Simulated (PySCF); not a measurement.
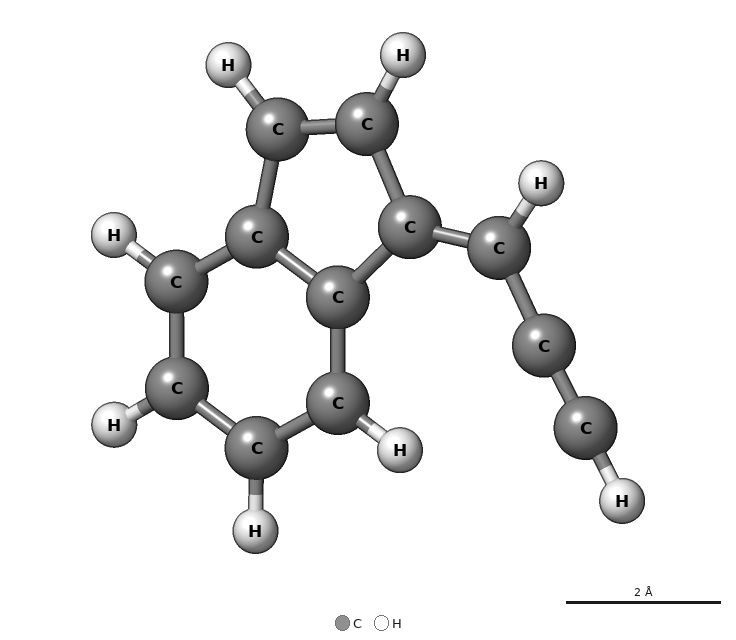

Every bond is drawn as one stick, whatever its order.

Computed geometry: PBE0-D3(BJ)/def2-SVP optimisation. No frequency run is at hand to confirm it as a minimum.

> Give the formula.

C₁₂H₈, 20 atoms: 12 carbon and 8 hydrogen.

> Name functional groups in it.

Among them: alkene, alkyne.

The parts below concern this one geometry. Atoms keep their numbers from picture to picture.

**Geometry**

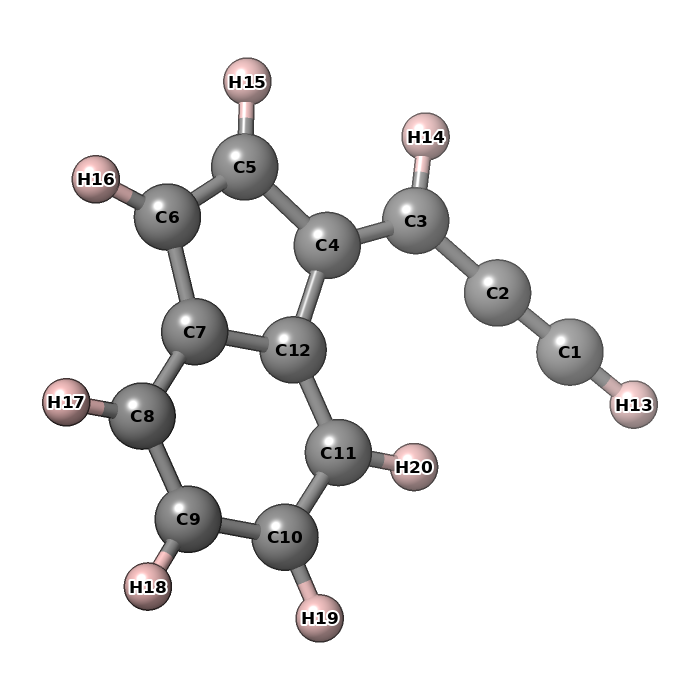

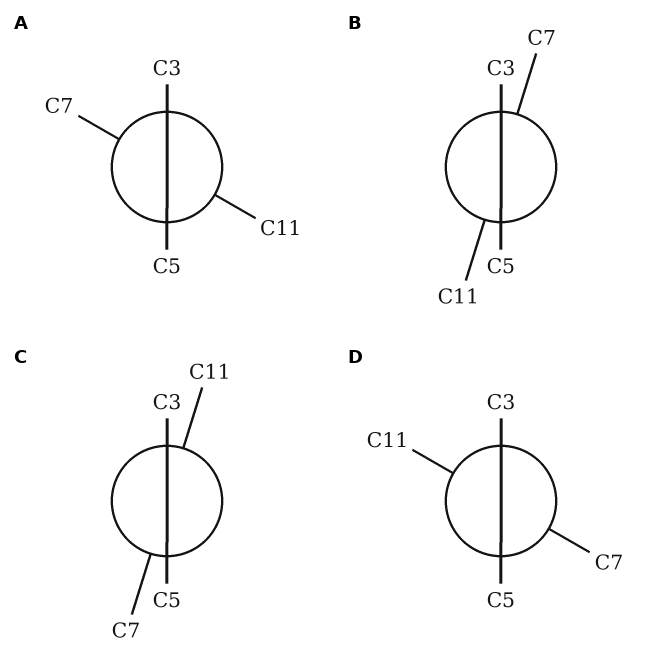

Depth is shown by fading: the farther an atom, the more it takes the colour of the background. Bonds that would overlap in a projection are set slightly apart. No frequency run is at hand to confirm it as a minimum.

> Which Newman projection shows the view along C4–C12, with C4 in front?

C. The torsion angle C3–C4–C12–C7 is 180°, antiperiplanar (anti).

**NMR shielding**

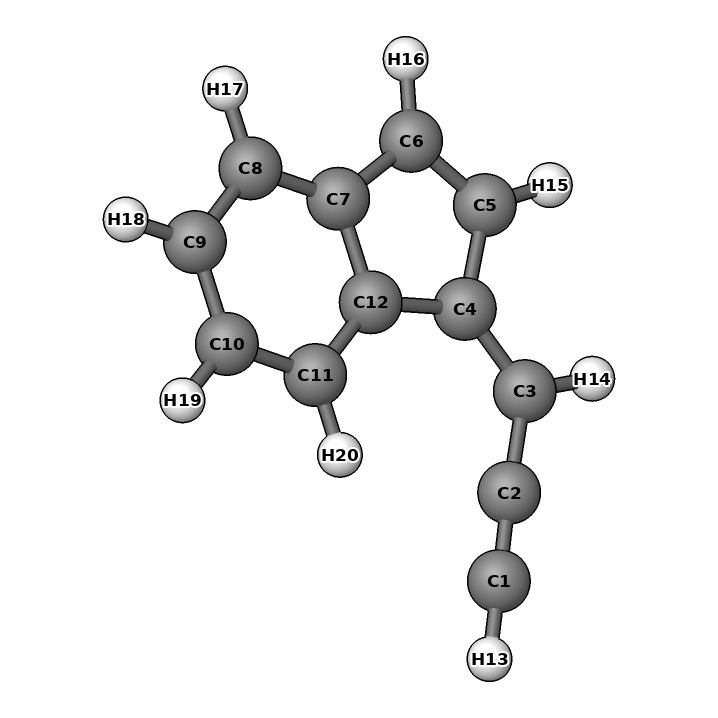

No frequency run is at hand to confirm it as a minimum. Properties computed with GIAO PBE0/pcSseg-1 NMR shielding, non-relativistic, IEF-PCM chloroform (PySCF 2.14.0). Principal shieldings σ11 ≤ σ22 ≤ σ33, span Ω = σ33 − σ11, skew κ = 3(σiso − σ22)/Ω.

> Which C atom has the most anisotropic shielding?

C2, with a span of 295 ppm.

Give the shielding tensors of the C atoms.

```json
{"atom": "C1", "σ11": "29.2", "σ22": "38.2", "σ33": "166.3", "σiso": "77.9", "Ω": "137.0", "κ": "0.87"}
{"atom": "C2", "σ11": "−0.9", "σ22": "4.3", "σ33": "293.9", "σiso": "99.1", "Ω": "294.7", "κ": "0.96"}
{"atom": "C3", "σ11": "−16.8", "σ22": "63.9", "σ33": "153.8", "σiso": "67.0", "Ω": "170.6", "κ": "0.05"}
{"atom": "C4", "σ11": "−82.2", "σ22": "21.2", "σ33": "138.3", "σiso": "25.7", "Ω": "220.5", "κ": "0.06"}
{"atom": "C5", "σ11": "−52.2", "σ22": "57.3", "σ33": "136.1", "σiso": "47.1", "Ω": "188.3", "κ": "−0.16"}
{"atom": "C6", "σ11": "−59.1", "σ22": "47.8", "σ33": "138.7", "σiso": "42.5", "Ω": "197.8", "κ": "−0.08"}
{"atom": "C7", "σ11": "−47.1", "σ22": "9.3", "σ33": "146.5", "σiso": "36.2", "Ω": "193.7", "κ": "0.42"}
{"atom": "C8", "σ11": "−36.4", "σ22": "38.4", "σ33": "171.4", "σiso": "57.8", "Ω": "207.8", "κ": "0.28"}
{"atom": "C9", "σ11": "−59.7", "σ22": "32.5", "σ33": "174.5", "σiso": "49.1", "Ω": "234.3", "κ": "0.21"}
{"atom": "C10", "σ11": "−56.3", "σ22": "39.7", "σ33": "174.8", "σiso": "52.8", "Ω": "231.1", "κ": "0.17"}
{"atom": "C11", "σ11": "−40.9", "σ22": "27.6", "σ33": "176.9", "σiso": "54.5", "Ω": "217.8", "κ": "0.37"}
{"atom": "C12", "σ11": "−44.9", "σ22": "25.5", "σ33": "158.5", "σiso": "46.4", "Ω": "203.4", "κ": "0.31"}
```

Shieldings and span in ppm.

**Bond orders**

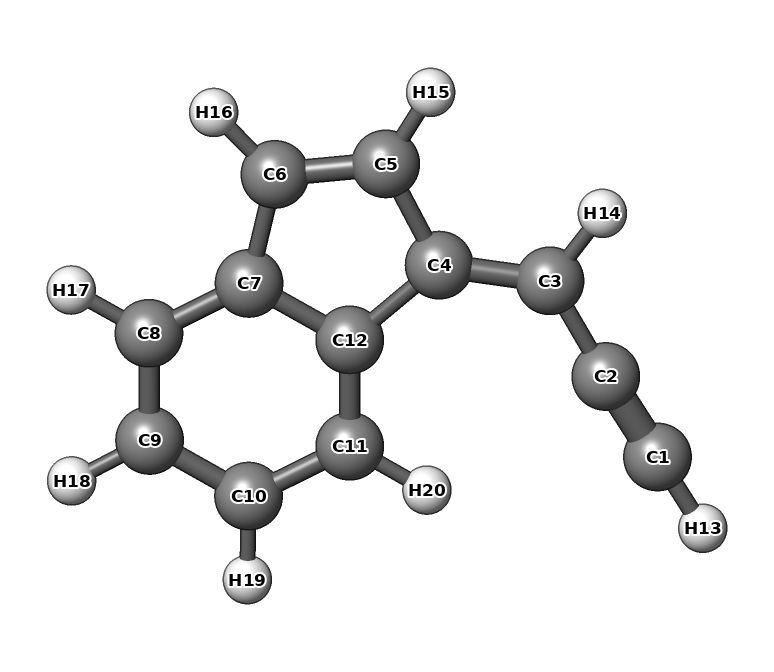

The thickness of each stick grows with its Mayer bond order. No frequency run is at hand to confirm it as a minimum. Computed with PBE0/pcSseg-1 in chloroform (IEF-PCM) (PySCF 2.14.0).

> Which bond between heavy atoms has the highest Mayer bond order?

C1–C2, 2.33, at a length of 1.216 Å.

List the Mayer bond orders of C1–C2, C2–C3, C3–C4, C4–C5, C4–C12, C5–C6, C6–C7, C7–C8, C7–C12, C8–C9, C9–C10, C10–C11, C11–C12 (bonds between heavy atoms, one of each equivalent set).

```json
{"bond": "C1–C2", "Mayer order": "2.33", "length (Å)": "1.216"}
{"bond": "C2–C3", "Mayer order": "1.08", "length (Å)": "1.413"}
{"bond": "C3–C4", "Mayer order": "1.67", "length (Å)": "1.359"}
{"bond": "C4–C5", "Mayer order": "1.11", "length (Å)": "1.464"}
{"bond": "C4–C12", "Mayer order": "1.01", "length (Å)": "1.473"}
{"bond": "C5–C6", "Mayer order": "1.69", "length (Å)": "1.355"}
{"bond": "C6–C7", "Mayer order": "1.10", "length (Å)": "1.464"}
{"bond": "C7–C8", "Mayer order": "1.38", "length (Å)": "1.390"}
{"bond": "C7–C12", "Mayer order": "1.30", "length (Å)": "1.417"}
{"bond": "C8–C9", "Mayer order": "1.41", "length (Å)": "1.400"}
{"bond": "C9–C10", "Mayer order": "1.44", "length (Å)": "1.395"}
{"bond": "C10–C11", "Mayer order": "1.40", "length (Å)": "1.401"}
{"bond": "C11–C12", "Mayer order": "1.43", "length (Å)": "1.389"}
```

**Ring current**

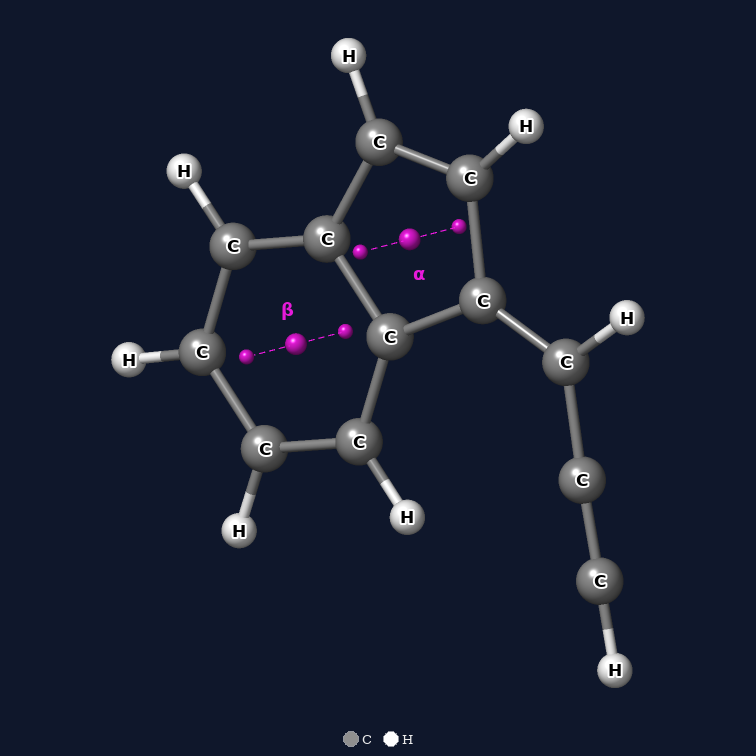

The small points mark where nucleus-independent chemical shifts (NICS) were computed: at the centre of each lettered ring and 1 Å above and below it. No frequency run is at hand to confirm it as a minimum. Properties computed with GIAO PBE0/pcSseg-1 NMR shielding, non-relativistic, IEF-PCM chloroform (PySCF 2.14.0).

Give NICS(0), NICS(1) and the out-of-plane component NICS(1)zz for each ring (means of the two sides).

```
ring  members  NICS(0)  NICS(1)  NICS(1)zz
   α       C5      3.3     −1.9        3.2
   β       C6     −6.9     −9.9      −23.6
```

Values in ppm.

> What do the values say about the ring currents?

Ring α: weak, as in a non-aromatic ring. Ring β: diatropic, as in an aromatic ring. NICS is one index among several.
